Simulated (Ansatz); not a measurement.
**Formation energy and levels of the self-interstitial S_i (4-fold void) in Al5AgS8 (F-43m)**

Charge states of S_i (4-fold void) in Al5AgS8 (F-43m), set against the band edges. Model: a cell of 56 host atoms with 1 S put in.

Main program and level: Ansatz 0.2.0; place-levels on PBEsol runs: charge-transition levels and formation energies with image-charge correction and potential alignment at the atomic sites.

### Step 1. The structure

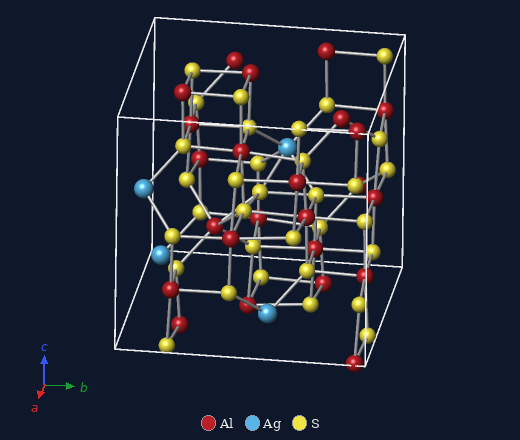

The starting structure, seen slightly off an axis (aluminium red, silver blue, sulfur yellow). Some periodic images of atoms are drawn too.

The cell holds 57 atoms: 20 Al, 4 Ag and 33 S. Cell: a = 10.073 Å, b = 10.073 Å, c = 10.073 Å, α = 90.0°, β = 90.0°, γ = 90.0°. It derives from Al5AgS8 (space group F-43m). Nearest the centre at fractional (0.413, 0.665, 0.622): S57 at 0.00 Å, S38 at 2.24 Å, Al20 at 2.25 Å, Ag22 at 2.25 Å, S48 at 2.25 Å, S42 at 2.64 Å, S26 at 2.72 Å, Al4 at 3.01 Å.

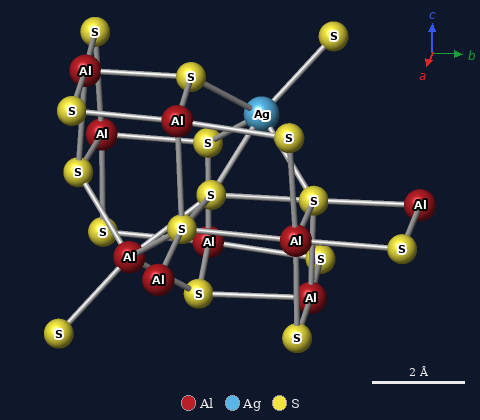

The atoms within 5 Å of the centre.

Screening for the image-charge correction: ε∞ = 6.85, ε0 = 11.47, from a response run on this crystal (DFPT, PBEsol) at that run's own cell.

The cell's shortest repeat is 10.1 Å.

### Step 2. Charge states

A transition level is the Fermi level at which two charge states cost the same, so each charge needs its own total energy, at its own relaxed structure.

Each atom starts 0.05 Å or so off its site in a random direction. Forces are taken at one point at (¼, ¼, ¼). The cell holds 2 electrons more than the neutral one, with a uniform background that keeps it neutral on the whole.

The sampling was tested on the host first: at the k-points planned (1x1x1 shifted 0.25 0.25 0.25) its energy lies 0.000 eV an atom from the dense-mesh value, under the bound of 0.02 eV set for this test; that bounds the host's error, not the defect's.

One of the inputs; charge, spin and start change from state to state.

The input, qm2.relax/input.yaml:

```yaml
crystal:
  lattice:
    - [10.0726001, 0.0, 0.0]
    - [0.0, 0.0, -10.0726001]
    - [0.0, 10.0726001, 0.0]
  atoms:
    - { symbol: Al, position: [0.11855736, 0.38144264, 0.61855736] }
    - { symbol: Al, position: [0.11855736, 0.88144264, 0.11855736] }
[... 1 atom line left out ...]
    - { symbol: Al, position: [0.61855736, 0.88144264, 0.61855736] }
    - { symbol: Al, position: [0.38144264, 0.38144264, 0.88144264] }
    - { symbol: Al, position: [0.38144264, 0.88144264, 0.38144264] }
[... 7 atom lines left out ...]
    - { symbol: Al, position: [0.11855736, 0.61855736, 0.38144264] }
[... 1 atom line left out ...]
    - { symbol: Al, position: [0.61855736, 0.61855736, 0.88144264] }
[... 3 atom lines left out ...]
    - { symbol: Al, position: [0.5, 0.5, 0.5] }
[... 1 atom line left out ...]
    - { symbol: Ag, position: [0.25, 0.75, 0.75] }
[... 3 atom lines left out ...]
    - { symbol: S, position: [0.38614673, 0.61385327, 0.88614673] }
[... 3 atom lines left out ...]
    - { symbol: S, position: [0.11385327, 0.61385327, 0.61385327] }
[... 4 atom lines left out ...]
    - { symbol: S, position: [0.61385327, 0.38614673, 0.88614673] }
    - { symbol: S, position: [0.61385327, 0.88614673, 0.38614673] }
[... 1 atom line left out ...]
    - { symbol: S, position: [0.38614673, 0.88614673, 0.61385327] }
[... 3 atom lines left out ...]
    - { symbol: S, position: [0.36634011, 0.63365989, 0.36634011] }
[... 5 atom lines left out ...]
    - { symbol: S, position: [0.63365989, 0.63365989, 0.63365989] }
[... 1 atom line left out ...]
    - { symbol: S, position: [0.13365989, 0.86634011, 0.36634011] }
    - { symbol: S, position: [0.63365989, 0.36634011, 0.36634011] }
    - { symbol: S, position: [0.63365989, 0.86634011, 0.86634011] }
    - { symbol: S, position: [0.36634011, 0.36634011, 0.63365989] }
[... 3 atom lines left out ...]
    - { symbol: S, position: [0.412602, 0.665264, 0.622338] }
  host:
    repeats: [1, 1, 1]
    atoms:
      - { symbol: Al, position: [0.11855736, 0.38144264, 0.61855736] }
      - { symbol: Al, position: [0.11855736, 0.88144264, 0.11855736] }
      # ... 54 more atoms of the perfect host
total_charge: -2
basis:
  ecutwfc: 420
  xc_grid: 2
hamiltonian:
  xc: pbesol
kpoints:
  mp_grid: { grid: [1, 1, 1], shift: [0.25, 0.25, 0.25] }
scf:
  occupations: { method: fixed }
  max_iter: 100
output:
  forces: true
  charged_corrections:
    epsilon: 6.85
    static_epsilon: 11.47
    defect_position: [0.412602, 0.665264, 0.622338]
relax:
  f_tol: 0.02
  max_steps: 80
  random_displacement: { amplitude: 0.05, seed: 3696 }
checkpoint:
  write: "../qm2.relax.run"
  compress: false
  write_wavefunctions: true
  write_every: 100000
```

On the command line:

```
> ansatz run input.yaml --threads 4 --pin off --max-ram 7536MiB --backend cpu --events-out ev --progress --plain --runs-dir out
```

Defect states can disperse in a cell of this size, so the energy is taken again at a 2×2×2 shifted mesh, on the relaxed structure.

The run of this state that the levels use, under PBEsol:

The input, qm2.point/input.yaml:

```yaml
crystal:
  checkpoint: "../qm2.relax.run"
  host: checkpoint
total_charge: -2
basis:
  ecutwfc: 420
  xc_grid: 2
hamiltonian:
  xc: pbesol
kpoints:
  mp_grid: { grid: [2, 2, 2], shift: [0.5, 0.5, 0.5] }
scf:
  occupations: { method: fermi_dirac, width: 0.01 }
  max_iter: 100
output:
  forces: true
  eigenvalues: true
  charged_corrections:
    epsilon: 6.85
    static_epsilon: 11.47
    defect_position: [0.412602, 0.665264, 0.622338]
  eigenstates: { localisation: true }
  populations: true
  band_densities: [{ bands: [v1, v1] }, { bands: [c1, c1] }]
  write_density: true
  write_potential: true
  volumetric_format: npy
checkpoint:
  read: "../qm2.relax.run"
  write: "../qm2.point.run"
  compress: false
  write_wavefunctions: false
  write_every: 100000
```

Relaxations under PBEsol at one point at (¼, ¼, ¼); times on 4 threads of Arm Neoverse V1, shared host:

```csv
charge,moment (μB),occupations,outcome,steps,largest displacement against the far atoms (Å),time
−2,0,fixed,converged,22,1.39,3.4 min
−1,1,fixed,converged,21,1.83,7.3 min
0,0,fixed,converged,15,1.53,2.1 min
+1,1,fixed,converged,17,1.15,5.6 min
```

Single points under PBEsol at a 2×2×2 shifted mesh; times on 4 threads of Arm Neoverse V1, shared host:

```csv
charge,moment (μB),occupations,outcome,time
−2,0,fermi-dirac,converged,82 s
−1,1,fermi-dirac,converged,3.1 min
0,0,fermi-dirac,converged,72 s
+1,1,fermi-dirac,converged,3.2 min
```

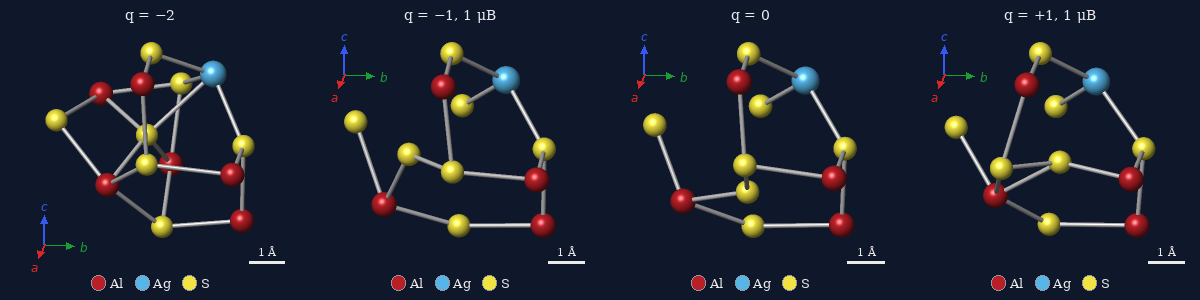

The structures near the centre after relaxation with PBEsol, by charge.

Distances (Å) from S57 to the nearest atoms after relaxation with PBEsol:

```csv
charge,moment (μB),1.,2.,3.,4.,5.,6.
−2,0,Al 2.20,Al 2.37,Al 2.37,S 2.62,Ag 2.69,S 2.75
−1,1,S 2.06,Al 2.24,S 2.51,Al 3.06,S 3.07,S 3.07
0,0,S 2.03,Al 2.18,S 2.58,Al 2.98,S 3.01,S 3.01
+1,1,S 2.10,Al 2.31,Al 2.35,S 2.67,Ag 3.07,Al 3.09
```

### Step 3. Placing the levels, PBEsol

A charged cell interacts with its images and the background, and its potential has another zero than the host's. place-levels removes the first by a point-charge model, screened by the static dielectric constant since the ions have relaxed around the charge, and the second by comparing potentials at atoms far from the defect.

The host is a run of the defect-free crystal in the same cutoffs, grids and k-points, so that basis and sampling errors cancel in part in the differences. Its band edges come from a run of the primitive cell that searches the zone for them. Chemical potentials are energies per atom of S (S12 rings, Pnnm, not the stable S8 form), run with the same functional and cutoff.

The input, levels.point.yaml:

```yaml
host:
  run: host.point.run
  levels_from: { run: edges.point.run }
states: [qm2.point.run, qm1_M1.point.run, q0.point.run, qp1_M1.point.run]
geometry_from:
  qm2.point.run: qm2.relax.run
  qm1_M1.point.run: qm1_M1.relax.run
  q0.point.run: q0.relax.run
  qp1_M1.point.run: qp1_M1.relax.run
  host.point.run: host.relax.run
chemical_potentials:
  S:
    energy: -884.879081
    dataset: "<sha256 of the dataset>"
epsilon: 6.85
static_epsilon: 11.47
vertical:
  - { from: qm2.point.run, to: qm2.point_neutral.run }
  - { from: qm1_M1.point.run, to: qm1_M1.point_neutral.run }
  - { from: qp1_M1.point.run, to: qp1_M1.point_neutral.run }
```

On the command line:

```
> ansatz place-levels levels.point.yaml -- --threads 4 --pin off --max-ram 7536MiB
```

Numbers of over 12 decimals in the logs are rounded to 6 here.

What it wrote:

```text
[... repeated set-up lines and file paths are left out, and long positions are rounded to six places ...]
(+1/0) 0.142 eV beneath the valence edge (-0.179 eV without the band-filling correction), in the valence band
(0/-1) 1.374 eV above the valence edge (+1.576 eV without the band-filling correction), in the conduction band
(-1/-2) 2.341 eV above the valence edge (+2.139 eV without the band-filling correction), in the conduction band
formation energy of charge +1: +1.969 eV with the Fermi level at the valence edge
formation energy of charge 0: +1.827 eV with the Fermi level at the valence edge
formation energy of charge -1: +3.201 eV with the Fermi level at the valence edge
formation energy of charge -2: +5.542 eV with the Fermi level at the valence edge
vertical -2 to 0: no energy, since no alignment is typed
  the change from vertical[0].from (qm2.point.run) to vertical[0].to (qm2.point_neutral.run): by its potential at epsilon 6.85 it stands at 0.294 0.646 0.645, with an rms radius of about 4.3 Å (2.5 2.4 2.4 Å across the planes of the cell's vectors); [...]
vertical -1 to 0: no energy, since no alignment is typed
  the change from vertical[1].from (qm1_M1.point.run) to vertical[1].to (qm1_M1.point_neutral.run): by its potential at epsilon 6.85 it stands at 0.364 0.368 0.356, with an rms radius of about 3.7 Å (2.1 2.1 2.0 Å across the planes of the cell's vectors); [...]
vertical +1 to 0: no energy, since no alignment is typed
  the change from vertical[2].from (qp1_M1.point.run) to vertical[2].to (qp1_M1.point_neutral.run): by its potential at epsilon 6.85 it stands at 0.536 0.619 0.697, with an rms radius of about 5.3 Å (3.3 3.2 2.8 Å across the planes of the cell's vectors); [...]
  edges by pbesol of host.levels_from (edges.point.run), its mesh sampled to repeats of 35.61 Å (the valence edge +0.050 eV and the conduction edge -0.391 eV from those of the host's own run), gap 1.343 eV; the host is sampled to repeats of 28.49 Å
  the defect's cells are sampled to repeats of 28.49 Å, like sampling
  charge +1: -69842.4579 eV with its correction of +0.333 eV, at epsilon 11.47, aligned at sites: +0.1563 eV, mean over 30 atomic sites at or beyond 5.04 Å from the defect at [0.4126, 0.6653, 0.6223], with -0.004720 for the charge's moments and without [...]
  states[3] (qp1_M1.point.run): levels filled in part (TS 0.004 eV): its energy is of no whole electron's
  charge 0: +0.000 eV for its dipole among its images, +0.088 omitted
  charge -1: -69827.1776 eV with its correction of -0.094 eV, at epsilon 11.47, aligned at sites: +0.2704 eV, mean over 30 atomic sites at or beyond 5.04 Å from the defect at [0.4126, 0.6653, 0.6223], with +0.000000 for the charge's moments and without [...]
  charge -2: -69818.0976 eV with its correction of +0.021 eV, at epsilon 11.47, aligned at sites: +0.3434 eV, mean over 30 atomic sites at or beyond 5.04 Å from the defect at [0.4126, 0.6653, 0.6223], with +0.005170 for the charge's moments and without [...]
  of states[3] (qp1_M1.point.run): it parts from the run at its places by a charge that spreads by about 3.3 Å along one vector (1.7 Å or more is wide), by its potential at epsilon 6.85, taken for that of held ions (one typed too small widens it), where the [...]
  of states[2] (q0.point.run): the far atoms show a dipole or second moment of the defect's charge, for which the correction takes or leaves out 0.088 eV: further moments aren't read, and the relaxed atoms' own pattern can pass for one, so compare a larger [...]
  of states[1] (qm1_M1.point.run): it parts from the run at its places by a charge that spreads by about 2.1 Å along one vector (1.7 Å or more is wide), by its potential at epsilon 6.85, taken for that of held ions (one typed too small widens it), where the [...]
  of states[0] (qm2.point.run): it parts from the run at its places by a charge that spreads by about 2.5 Å along one vector (1.7 Å or more is wide), by its potential at epsilon 6.85, taken for that of held ions (one typed too small widens it), where the cell [...]
  of vertical[0].from (qm2.point.run): its displacements don't fall off away from the defect: farther atoms stand 0.055 Å off the host's places. [...]
  vertical[0].to (qm2.point_neutral.run): levels filled in part (TS 0.009 eV): its energy is of no whole electron's
  of vertical[0].to (qm2.point_neutral.run): its displacements don't fall off away from the defect: farther atoms stand 0.055 Å off the host's places. [...]
  of vertical[1].from (qm1_M1.point.run): its displacements don't fall off away from the defect: farther atoms stand 0.048 Å off the host's places. [...]
  of vertical[1].to (qm1_M1.point_neutral.run): its displacements don't fall off away from the defect: farther atoms stand 0.048 Å off the host's places. [...]
  vertical[2].from (qp1_M1.point.run): levels filled in part (TS 0.004 eV): its energy is of no whole electron's
  of vertical[2].from (qp1_M1.point.run): its displacements don't fall off away from the defect: farther atoms stand 0.051 Å off the host's places. [...]
  of vertical[2].to (qp1_M1.point_neutral.run): its displacements don't fall off away from the defect: farther atoms stand 0.051 Å off the host's places. [...]
```

Run time: 0.52 s. Hardware: 4 threads of Arm Neoverse V1, shared host.

Levels between the charges placed, in eV above the valence top:

```csv
,gap (eV),(+1/0),(0/−1),(−1/−2)
PBEsol,1.34,-0.14,1.37,2.34
```

Corrections by state:

```csv
charge,moment (μB),image terms and alignment (eV),band filling (eV),ε used,"over the lowest of its charge, as the program ranks them, band filling apart (eV)"
+1,1.0,0.333,-0.037,11.47,0.000
0,0.0,0.000,-,-,0.000
−1,1.0,-0.094,-0.202,11.47,0.000
−2,0.0,0.021,-,11.47,0.000
```

The charged structures listed were also run neutral, and place-levels reads from each pair, by the potential or the spins, how wide the charge is by which they differ; that can be the carrier of either run.

```csv
charge,rms radius (Å),spread where it is widest against the cell (Å),wide from (Å),reading
+1,5.3,3.29,1.74,wide
−1,3.7,2.14,1.74,wide
−2,4.3,2.48,1.74,wide
```

The neutral runs of these pairs need not share the spin of the lowest neutral state, and very wide values only mean spread over the cell.

From the program's caveats on the states, each cut to its opening words:

- charge +1 (1 μB): it parts from the run at its places by a charge that spreads by about 3.3 Å along one vector (1.7 Å or more is wide), by its potential at epsilon 6.85, taken [...]
- charge +1 (1 μB): a band-filling correction moves a carrier to the host's band edge, which changes its energy by -0.037 eV
- charge +1 (1 μB): its sublattices stand up to 0.0926 Å off the host's, which by the two runs' forces adds about -0.02 eV to its energy against the host's, and moves the band [...]
- charge +1 (1 μB): its displacements don't fall off away from the defect: farther atoms stand 0.051 Å off the host's places
- charge +1 (1 μB): its moments are held at its close (magnetization.spin_locking), by a field of 0.072 eV a Bohr magneton, and its energy and levels are of the state that this [...]
- charge 0: the far atoms show a dipole or second moment of the defect's charge, for which the correction takes or leaves out 0.088 eV: further moments aren't read, and [...]
- charge 0: its sublattices stand up to 0.0355 Å off the host's, which by the two runs' forces adds about -0.01 eV to its energy against the host's, and moves the band [...]
- charge 0: its displacements don't fall off away from the defect: farther atoms stand 0.046 Å off the host's places
- charge −1 (1 μB): it parts from the run at its places by a charge that spreads by about 2.1 Å along one vector (1.7 Å or more is wide), by its potential at epsilon 6.85, taken [...]
- charge −1 (1 μB): a band-filling correction moves a carrier to the host's band edge, which changes its energy by -0.202 eV
- charge −1 (1 μB): its displacements don't fall off away from the defect: farther atoms stand 0.048 Å off the host's places
- charge −1 (1 μB): its moments are held at its close (magnetization.spin_locking), by a field of 0.023 eV a Bohr magneton, and its energy and levels are of the state that this [...]
- charge −2: it parts from the run at its places by a charge that spreads by about 2.5 Å along one vector (1.7 Å or more is wide), by its potential at epsilon 6.85, taken [...]
- charge −2: its alignment with the host at atomic sites is doubtful: the mean over the far sites moves by +0.0788 eV from their farther parts to their nearer, more than [...]

Formation energies (eV), elemental references (Δμ(S) = 0.00 eV):

```csv
charge,Fermi level at the valence top,at the conduction bottom
+1,1.97,3.31
0,1.83,1.83
−1,3.20,1.86
−2,5.54,2.86
```

The charge transition levels (eV, zero at the valence-band top of the host):

```csv
,conduction bottom,valence top
S_i (4-fold void),1.34,0.00
```

```csv
,level,energy (eV)
S_i (4-fold void),(+1/0),-0.14
S_i (4-fold void),(0/−1),1.37
```

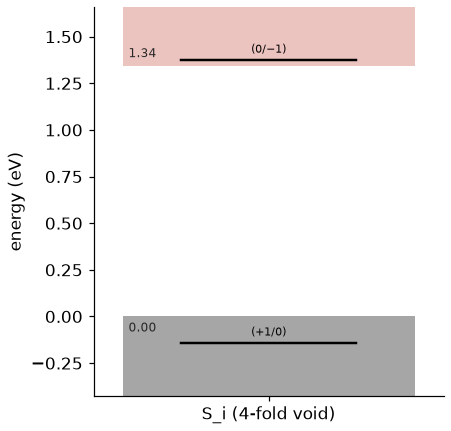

Charge transition levels. Shaded: valence and conduction bands.

### Step 4. Effect of the sampling

The relaxations' own energies give the levels at their sampling, for comparison.

The input, levels.relax_mesh.yaml:

```yaml
host:
  run: host.relax.run
  levels_from: { run: edges.relax.run }
states: [qm2.relax.run, qm1_M1.relax.run, q0.relax.run, qp1_M1.relax.run]
chemical_potentials:
  S:
    energy: -884.879081
    dataset: "<sha256 of the dataset>"
```

On the command line:

```
> ansatz place-levels levels.relax_mesh.yaml -- --threads 4 --pin off --max-ram 7536MiB
```

What it wrote:

```text
(+1/0) 0.263 eV above the valence edge, 1.080 eV under the conduction edge
(0/-1) 1.351 eV above the valence edge, in the conduction band
(-1/-2) 1.971 eV above the valence edge, in the conduction band
formation energy of charge +1: +1.892 eV with the Fermi level at the valence edge
formation energy of charge 0: +2.155 eV with the Fermi level at the valence edge
formation energy of charge -1: +3.506 eV with the Fermi level at the valence edge
formation energy of charge -2: +5.477 eV with the Fermi level at the valence edge
  edges by pbesol of host.levels_from (edges.relax.run), its mesh sampled to repeats of 35.61 Å (the valence edge +0.063 eV and the conduction edge -0.397 eV from those of the host's own run), gap 1.343 eV; the host is sampled to repeats of 14.24 Å
[... the lines on each state left out ...]
```

Run time: 0.17 s. Hardware: 4 threads.

Levels between neighbouring charges, in eV above the valence top:

```csv
,gap (eV),(+1/0),(0/−1),(−1/−2)
"one point at (¼, ¼, ¼)",1.34,0.26,1.35,1.97
a 2×2×2 shifted mesh,1.34,-0.14,1.37,2.34
```

Going from one point at (¼, ¼, ¼) to a 2×2×2 shifted mesh moves formation energies against the elements by up to 0.33 eV; band-filling terms, which differ between samplings, are in these energies.

### Step 5. Outcome

```json
{
 "gap of the host": "1.34 eV (PBEsol)",
 "level (plus 1/0)": "0.14 eV below the valence top (-0.18 eV above the valence top without the band-filling term)",
 "level (0/minus 1)": "1.37 eV above the valence top, past the conduction bottom (1.58 eV above the valence top without the band-filling term)",
 "level (minus 1/minus 2)": "2.34 eV above the valence top, past the conduction bottom (2.14 eV above the valence top without the band-filling term)",
 "lowest of the charges placed, just above the valence top (0.02 eV)": "0",
 "lowest of the charges placed, just below the conduction bottom (0.02 eV)": "0",
 "lowest formation energy at mid-gap of the charges run, elemental references": "1.83 eV"
}
```

What this shows: Of the charges placed (−2, −1, 0 and +1), 0 is the lowest from 0.02 eV above the valence top to 0.02 eV below the conduction bottom, a gap of 1.34 eV. States placed: +1 at 1 μB; 0 at 0 μB; −1 at 1 μB; −2 at 0 μB. Other spin states or structures, where not listed, weren't placed. The program finds carriers beyond a band edge of the host and adds a band-filling term at charge −1 (-0.20 eV) and +1 (-0.04 eV); steps to such a charge show no bound level, and a defect level inside a band would be read the same way. At charge −2, −1, 0 and +1 the atom put in ends up to 1.8 Å from its starting place, so the name tells the start alone and the levels can join different sites. Going from one point at (¼, ¼, ¼) to a 2×2×2 shifted mesh moves formation energies against the elements by up to 0.33 eV; band-filling terms, which differ between samplings, are in these energies. The program doubts the alignment of potentials for at least one state, a sign that the cell is small. What this leaves open: PBEsol makes the gap too small and tends to spread out bound carriers; spin–orbit coupling, which can matter with heavy atoms, is left out; force components of up to 0.17 eV/Å remain in a run at the final settings.

[Logs are printed without paths, hosts, clocks, repeated set-up lines and the standing remarks that a program may print on its own settings, such as how far it seeks lower states.]

[Hosts, paths, dates, database ids (printed as entryN), source tags and the programs' standing remarks are cut or masked in the printed files.]

[Where a table of states has a column of steps, it counts the stored structures, which are thinned; the runs took as many ionic steps or more.]

[A defect's name tells the site on which it was built; relaxed atoms can leave that site.]

[For some hosts the program warned that the k-mesh of the response run may be too coarse for force constants and the static dielectric constant; such warnings are not shown here.]
